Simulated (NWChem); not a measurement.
**C3H6O (SMILES CC1CO1) at 3 levels**

Wanted: a comparison of 3 runs (HF/def2-SVP, PBE0/def2-SVP, PBE/def2-TZVP) of C3H6O. 

Program for the calculation: NWChem 7.3.0.

## Step 1: The molecule

The species is C3H6O (10 atoms), meant as a singlet with charge 0. SMILES: `CC1CO1`. The shape is that of a PBE0-D4/def2-TZVP optimisation.

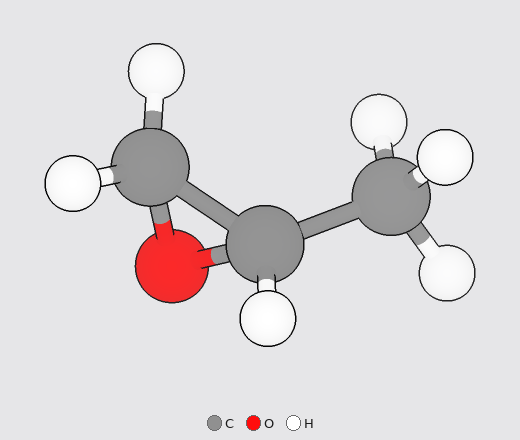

The structure, seen from a chosen angle (carbon grey, oxygen red, hydrogen white).

## Step 2: Energy and gradient at HF/def2-SVP (run 1)

File job.nw:

```
start job
memory 2200 mb
geometry units angstrom noautosym nocenter noautoz
 C      0.210800     0.403200    -1.162600
 C      0.448800    -0.233800     0.169000
 C     -0.546800    -0.202400     1.234900
 O     -0.330600    -1.380700     0.475800
 H     -0.858600     0.462700    -1.372600
 H      0.629100     1.412900    -1.185300
 H      0.685000    -0.176600    -1.958300
 H      1.492600    -0.328400     0.468200
 H     -1.496300     0.297800     1.056000
 H     -0.234000    -0.254600     2.274900
end
basis spherical bse
 * library def2-SVP
end
scf
 thresh 1e-08
 maxiter 80
 print medium
end
task scf gradient
```

Launch:

```console
nwchem job.nw > job.out
```

Log:

```text
[...]
  functions       =    86
[...]
  wavefunction    = RHF
[...]
         Total SCF energy =   -191.765643220838
      One-electron energy =   -508.507263697792
      Two-electron energy =    191.350129305877
 Nuclear repulsion energy =    125.391491171077
        Time for solution =      8.0s
[...]
                         RHF ENERGY GRADIENTS
    atom               coordinates                        gradient
                 x          y          z           x          y          z
   1 C       0.398354   0.761938  -2.196995    0.000679  -0.001546   0.005088
   2 C       0.848109  -0.441818   0.319364    0.008129   0.013640  -0.011154
   3 C      -1.033302  -0.382481   2.333623   -0.004297   0.011369   0.009755
   4 O      -0.624743  -2.609145   0.899132   -0.006147  -0.026304  -0.004605
   5 H      -1.622519   0.874376  -2.593838   -0.001216   0.000139   0.000295
   6 H       1.188827   2.669994  -2.239892    0.000304   0.000759  -0.000135
   7 H       1.294462  -0.333726  -3.700650    0.000595  -0.000397  -0.000807
   8 H       2.820605  -0.620586   0.884770    0.001991   0.000335   0.001223
   9 H      -2.827597   0.562760   1.995551   -0.001276   0.001783  -0.001420
  10 H      -0.442196  -0.481124   4.298938    0.001240   0.000222   0.001760
[...]
```

Run time: 10 s. Hardware: 1 thread of AMD EPYC 9R14 (Zen 4), shared host; peak memory 0.1 GiB.

## Step 3: Energy and gradient at PBE0/def2-SVP (run 2)

File c3h6o.nw:

```
start c3h6o
title "C3H6O gradient"
memory stack 880 mb heap 220 mb global 1100 mb

geometry units angstrom noautosym nocenter noautoz
 C     0.210800    0.403200   -1.162600
 C     0.448800   -0.233800    0.169000
 C    -0.546800   -0.202400    1.234900
 O    -0.330600   -1.380700    0.475800
 H    -0.858600    0.462700   -1.372600
 H     0.629100    1.412900   -1.185300
 H     0.685000   -0.176600   -1.958300
 H     1.492600   -0.328400    0.468200
 H    -1.496300    0.297800    1.056000
 H    -0.234000   -0.254600    2.274900
end

basis spherical bse
 * library def2-SVP
end

dft
 xc pbe0
 grid xfine
 convergence energy 1e-08
 iterations 100
 mulliken
 print medium
end

task dft gradient
```

Launch:

```console
nwchem c3h6o.nw > c3h6o.out
```

Log:

```text
[...]
          Wavefunction type:  closed shell.
          No. of atoms     :    10
          No. of electrons :    32
[...]
          Charge           :     0
          Spin multiplicity:     1
[...]
          AO basis - number of functions:    86
[...]
              XC Information
              --------------
                         PBE0 Method XC Functional
                     Hartree-Fock (Exact) Exchange  0.250
          PerdewBurkeErnzerhof Exchange Functional  0.750
            Perdew 1991 LDA Correlation Functional  1.000 local
           PerdewBurkeErnz. Correlation Functional  1.000 non-local
[...]
 d= 0,ls=0.0,diis     1   -192.6837772193 -3.18D+02  1.21D-02  4.81D-01     3.1
[...]
 d= 0,ls=0.0,diis     8   -192.7427933630  7.61D-10  3.41D-06  1.84D-07    21.3
         Total DFT energy =     -192.742793362968
      One electron energy =     -508.938811819829
           Coulomb energy =      217.675657459679
    Exchange-Corr. energy =      -26.871130173895
 Nuclear repulsion energy =      125.391491171077
[...]
  wavefunction    = closed shell
                         DFT ENERGY GRADIENTS
    atom               coordinates                        gradient
                 x          y          z           x          y          z
   1 C       0.398354   0.761938  -2.196995   -0.001092   0.000937  -0.003239
   2 C       0.848109  -0.441818   0.319364    0.005993   0.004606   0.001336
   3 C      -1.033302  -0.382481   2.333623   -0.001871   0.007583   0.005180
   4 O      -0.624743  -2.609145   0.899132   -0.001407  -0.006753  -0.000992
   5 H      -1.622519   0.874376  -2.593838    0.005348  -0.000194   0.001338
   6 H       1.188827   2.669994  -2.239892   -0.002083  -0.005093   0.000541
   7 H       1.294462  -0.333726  -3.700650   -0.002237   0.002844   0.004043
   8 H       2.820605  -0.620586   0.884770   -0.006870   0.000108  -0.001672
   9 H      -2.827597   0.562760   1.995551    0.006078  -0.003626   0.000494
  10 H      -0.442196  -0.481124   4.298938   -0.001859  -0.000412  -0.007031
[...]
```

Wall time 27 s (1 thread of AMD EPYC 9R14 (Zen 4), shared host); peak memory 0.15 GiB.

## Step 4: Energy and gradient at PBE/def2-TZVP (run 3)

File c3h6o.xyz:

```xyz
10
C3H6O
C      0.210800     0.403200    -1.162600
C      0.448800    -0.233800     0.169000
C     -0.546800    -0.202400     1.234900
O     -0.330600    -1.380700     0.475800
H     -0.858600     0.462700    -1.372600
H      0.629100     1.412900    -1.185300
H      0.685000    -0.176600    -1.958300
H      1.492600    -0.328400     0.468200
H     -1.496300     0.297800     1.056000
H     -0.234000    -0.254600     2.274900
```

File c3h6o.nw:

```
start c3h6o
title "C3H6O"
memory 2200 mb

geometry units angstrom noautosym nocenter noautoz
   load c3h6o.xyz
end

basis spherical bse
   C library def2-TZVP
   O library def2-TZVP
   H library def2-TZVP
end

dft
   xc xpbe96 cpbe96
   grid fine
   convergence energy 1e-08
   maxiter 100
   mulliken
end

task dft gradient
```

Launch:

```console
nwchem c3h6o.nw > c3h6o.out
```

Log:

```text
[...]
          Wavefunction type:  closed shell.
          No. of atoms     :    10
          No. of electrons :    32
[...]
          Charge           :     0
          Spin multiplicity:     1
[...]
          AO basis - number of functions:   160
[...]
              XC Information
              --------------
          PerdewBurkeErnzerhof Exchange Functional  1.000
            Perdew 1991 LDA Correlation Functional  1.000 local
           PerdewBurkeErnz. Correlation Functional  1.000 non-local
[...]
 d= 0,ls=0.0,diis     1   -192.8702369123 -3.18D+02  8.36D-03  8.83D-01     5.9
[...]
 d= 0,ls=0.0,diis    11   -192.9439075331 -1.73D-09  8.88D-08  5.36D-10    56.6
         Total DFT energy =     -192.943907533131
      One electron energy =     -509.279742776925
           Coulomb energy =      217.827951840328
    Exchange-Corr. energy =      -26.883607767610
 Nuclear repulsion energy =      125.391491171077
[...]
  wavefunction    = closed shell
                         DFT ENERGY GRADIENTS
    atom               coordinates                        gradient
                 x          y          z           x          y          z
   1 C       0.398354   0.761938  -2.196995   -0.000454  -0.000251   0.000111
   2 C       0.848109  -0.441818   0.319364   -0.005953  -0.006322   0.004481
   3 C      -1.033302  -0.382481   2.333623    0.003367  -0.005756  -0.006682
   4 O      -0.624743  -2.609145   0.899132    0.004524   0.018101   0.003242
   5 H      -1.622519   0.874376  -2.593838    0.004640  -0.000458   0.001119
   6 H       1.188827   2.669994  -2.239892   -0.001809  -0.004512   0.000502
   7 H       1.294462  -0.333726  -3.700650   -0.002066   0.002307   0.003667
   8 H       2.820605  -0.620586   0.884770   -0.005534   0.000047  -0.001457
   9 H      -2.827597   0.562760   1.995551    0.004741  -0.002865   0.000572
  10 H      -0.442196  -0.481124   4.298938   -0.001456  -0.000292  -0.005556
[...]
```

Wall time 72 s (1 thread of AMD EPYC 9R14 (Zen 4), shared host); peak memory 0.14 GiB.

## Step 5: The series

```
run          level  iteration cap  module  energy (Eh)  dipole moment (D)  HOMO energy (eV)  LUMO energy (eV)  wall time
  1    HF/def2-SVP             80     scf  -191.765643               2.38            -11.83              5.04       10 s
  2  PBE0/def2-SVP            100     dft  -192.742793               1.97             -7.61              2.21       27 s
  3  PBE/def2-TZVP            100     dft  -192.943908               1.77             -6.10              0.80       72 s
```

## Step 6: Summary of results

```
                       quantity          value
            run 3: total energy  -192.94391 Eh
           run 3: dipole moment         1.77 D
             run 3: HOMO energy       -6.10 eV
             run 3: LUMO energy        0.80 eV
           run 3: HOMO–LUMO gap        6.90 eV
run 3: largest force on an atom     0.974 eV/Å
```

What this shows: The dipole moment (its size) runs from 1.77 D (PBE/def2-TZVP) to 2.38 D (HF/def2-SVP). The two ends differ in method and basis. The HOMO–LUMO gap runs from 6.90 eV (PBE/def2-TZVP) to 16.87 eV (HF/def2-SVP). Totals of different functionals can't be ranked against each other. All runs together took 1.8 min, the longest 72 s.
